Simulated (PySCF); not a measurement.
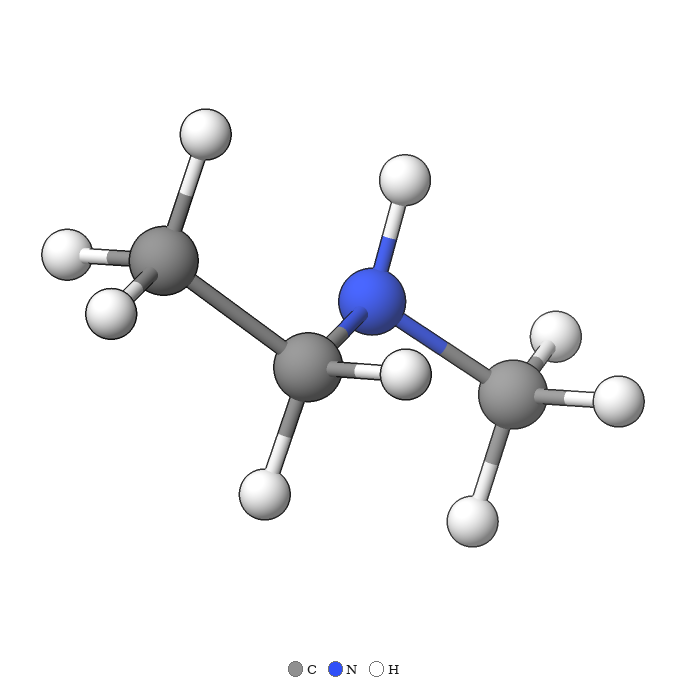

The geometry was computed by an optimisation with GFN2-xTB. No frequency run is at hand to confirm it as a minimum.

What is the molecular formula?

Answer. C3H9N, 13 atoms: 3 carbon, 9 hydrogen and 1 nitrogen.

Count the bonded pairs by element.

Answer. 8 C–H, 2 C–N, 1 C–C, 1 N–H.

Name functional groups in it.

Answer. Among them: secondary amine.

More results for the same structure follow; atom numbers are the same in all pictures, views and colours differ.

## Symmetry

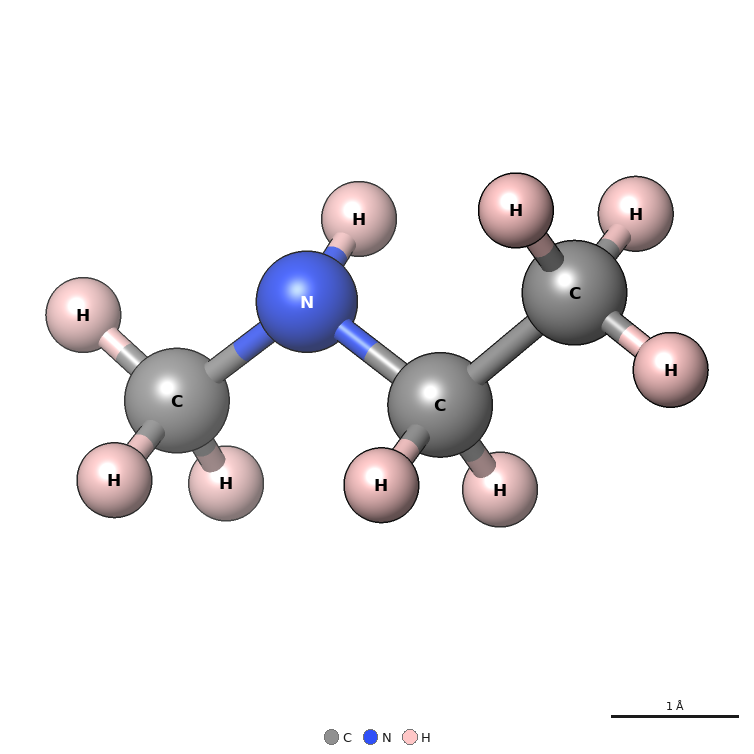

Distant atoms are faded towards the background colour. No frequency run is at hand to confirm it as a minimum. Masses are those of the most abundant isotopes; constants are for the rigid equilibrium geometry.

What kind of rotor is it, and what are its rotational constants in GHz?

Answer. An asymmetric top (C1): A = 26.3, B = 3.96, C = 3.71 GHz. Ray's parameter κ is −0.98, close to the prolate limit.

## Bond orders

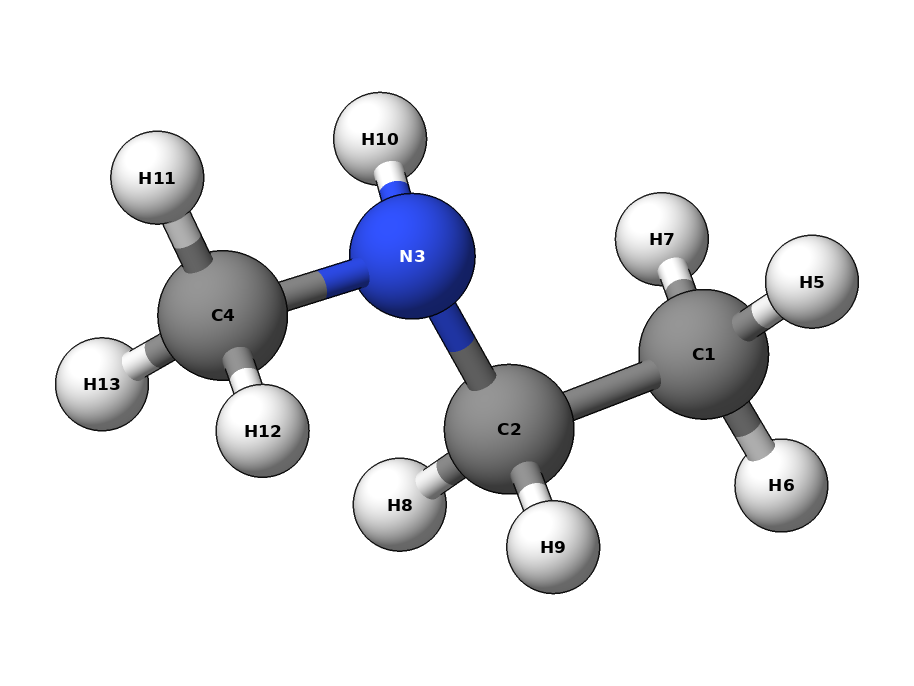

Every bond is drawn as one stick. No frequency run is at hand to confirm it as a minimum. Level of theory: PBE0/pcSseg-1 (PySCF 2.14.0).

List the Mayer bond orders of C1–C2, C1–H5, C1–H6, C1–H7, C2–N3, C2–H8, C2–H9, N3–C4, N3–H10, C4–H11, C4–H12, C4–H13.

```json
{"bond": "C1–C2", "Mayer order": "1.06", "length (Å)": "1.522"}
{"bond": "C1–H5", "Mayer order": "0.96", "length (Å)": "1.087"}
{"bond": "C1–H6", "Mayer order": "0.97", "length (Å)": "1.087"}
{"bond": "C1–H7", "Mayer order": "0.97", "length (Å)": "1.088"}
{"bond": "C2–N3", "Mayer order": "0.98", "length (Å)": "1.451"}
{"bond": "C2–H8", "Mayer order": "0.94", "length (Å)": "1.106"}
{"bond": "C2–H9", "Mayer order": "0.95", "length (Å)": "1.095"}
{"bond": "N3–C4", "Mayer order": "1.00", "length (Å)": "1.447"}
{"bond": "N3–H10", "Mayer order": "0.94", "length (Å)": "1.017"}
{"bond": "C4–H11", "Mayer order": "0.97", "length (Å)": "1.088"}
{"bond": "C4–H12", "Mayer order": "0.97", "length (Å)": "1.091"}
{"bond": "C4–H13", "Mayer order": "0.95", "length (Å)": "1.102"}
```

## Electronic properties

No frequency run is at hand to confirm it as a minimum. Method: PBE0/pcSseg-1, gas phase (PySCF 2.14.0).

What does the calculation give?

- dipole moment: 0.98 D
- HOMO energy (Kohn–Sham orbital): −6.28 eV
- LUMO energy (Kohn–Sham orbital): 1.56 eV
- HOMO–LUMO gap: 7.85 eV

## Charges

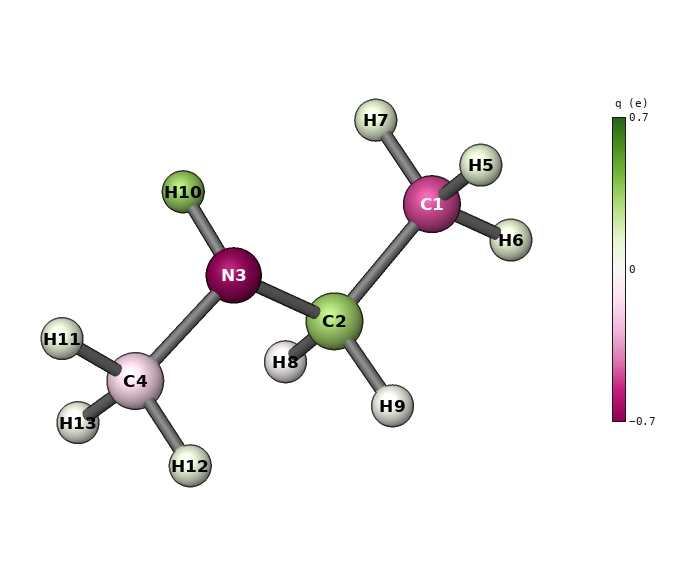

Atoms are coloured by their ESP-fitted charges. No frequency run is at hand to confirm it as a minimum. Properties computed with PBE0/pcSseg-1, gas phase (PySCF 2.14.0).

Give the ESP-fitted charges atom by atom.

```tsv
atom	value (e)
C1	−0.49
C2	0.33
N3	−0.68
C4	−0.16
H5	0.12
H6	0.12
H7	0.12
H8	−0.03
H9	0.04
H10	0.35
H11	0.11
H12	0.10
H13	0.05
```

## Quadrupole coupling

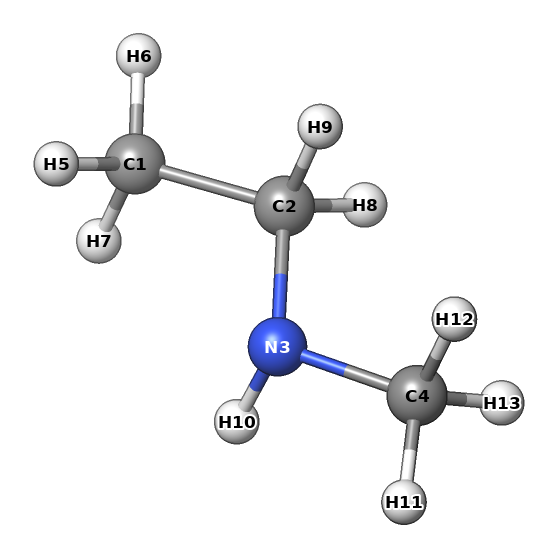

No frequency run is at hand to confirm it as a minimum. Electric field gradients from the ground-state density, PBE0/pcSseg-1 (PySCF 2.14.0), non-relativistic apart from any core potentials.

Give the largest field-gradient component, the quadrupole coupling constant and the asymmetry for 14N at N3 (Q = 20.44 mb), 2H at H5 (Q = 2.86 mb), 2H at H6 (Q = 2.86 mb).

```csv
atom,V_zz (a.u.),e²qQ/h (MHz),η
N3,−1.242,−5.97,0.07
H5,0.316,0.212,0.02
H6,0.318,0.213,0.02
```
